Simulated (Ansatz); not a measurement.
# SiSnO4: the cell at several levels of theory

How does the equilibrium cell of SiSnO4 (rutile host) depend on the functional? It is relaxed with PBE, r2SCAN and PBEsol. This is a trial cell built on a prototype, not taken from a measured structure, and it needn't be the compound's ground state.

Program: Ansatz 0.2.0. PAW datasets, plane waves, zero pressure. The structure was generated, not taken from experiment, and needn't be the ground state; spin polarisation is off.

### Step 1. Starting point

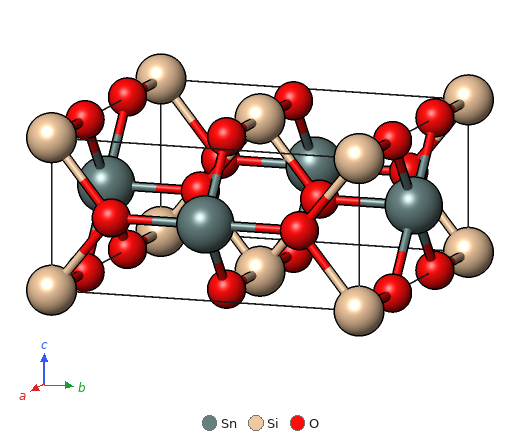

The structure, slightly off an axis: tin teal, silicon light orange, oxygen red. The conventional cell is drawn.

Structure file:

```
Sn Si O
1.0
     3.24059   -3.24059    0.00000
     3.24059    3.24059    0.00000
     0.00000    0.00000    3.08503
Sn Si O
1 1 4
Direct
  0.50000 0.50000 0.50000
  0.00000 0.00000 0.00000
  0.19403 0.19403 0.50000
  0.80597 0.80597 0.50000
  0.69403 0.30597 0.00000
  0.30597 0.69403 0.00000
```

### Step 2. PBE: cell and atoms

The input, input.yaml:

```yaml
crystal:
  lattice:
    - [3.24059163, -3.24059163, 0.0]
    - [3.24059163, 3.24059163, 0.0]
    - [0.0, 0.0, 3.0850316]
  atoms:
    - { symbol: Sn, position: [0.5, 0.5, 0.5] }
    - { symbol: Si, position: [0.0, 0.0, 0.0] }
    - { symbol: O, position: [0.1940277, 0.1940277, 0.5] }
    - { symbol: O, position: [0.8059723, 0.8059723, 0.5] }
    - { symbol: O, position: [0.6940277, 0.3059723, 0.0] }
    - { symbol: O, position: [0.3059723, 0.6940277, 0.0] }
kpoints:
  mp_grid: { grid: [6, 6, 8] }
hamiltonian:
  xc: pbe
scf:
  occupations: { method: fermi_dirac, width: 0.02 }
relax:
  f_tol: 0.005
  cell: {}
output:
  write_density: true
  write_potential: true
  elf: true
  volumetric_format: npy
```

Command:

```console
$ ansatz run input.yaml --threads 2 --pin off --max-ram 29491MiB --backend cpu --events-out ev --progress --plain --runs-dir out
```

The runs that follow: r2SCAN: cell and atoms; Relaxing with PBEsol.

**Question.** What will these runs give? Wanted: for each run, a; b; c; volume; space group; SCF geometries.

The runs gave:

```
 level  a (Å)  b (Å)  c (Å)  volume (Å³/atom)  space group  SCF geometries
   PBE  6.326  6.503  2.976            10.201         Cmmm              11
r2SCAN  6.250  6.422  2.945             9.849         Cmmm               8
PBEsol  6.271  6.433  2.953             9.926         Cmmm               8
```

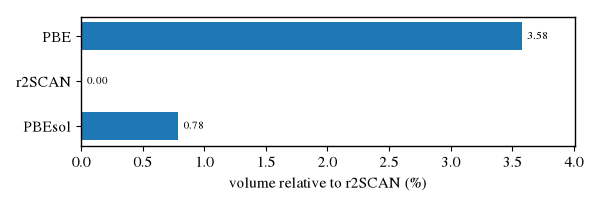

Relaxed volume of each level against r2SCAN.

In words: From the start to the first minimum the volume moved by -5.5 %. r2SCAN gives the smallest cell and PBE the largest; they differ by 3.6 % in volume, a mean of 1.2 % in length.
